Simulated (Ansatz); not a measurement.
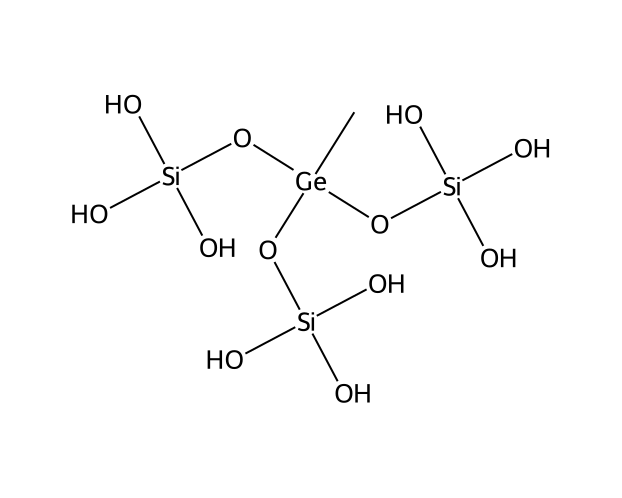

Source: calculation with Ansatz.

Skeletal drawing of a molecule.

Transcribe the drawing into SMILES.

[CH3][Ge]([O][Si](O)(O)O)([O][Si](O)(O)O)[O][Si](O)(O)O

What is the molecular formula?

CH12GeO12Si3.

An optimisation with PBE0-D4/def2-TZVP gave a structure of which point group?

C1. Other conformers may differ.
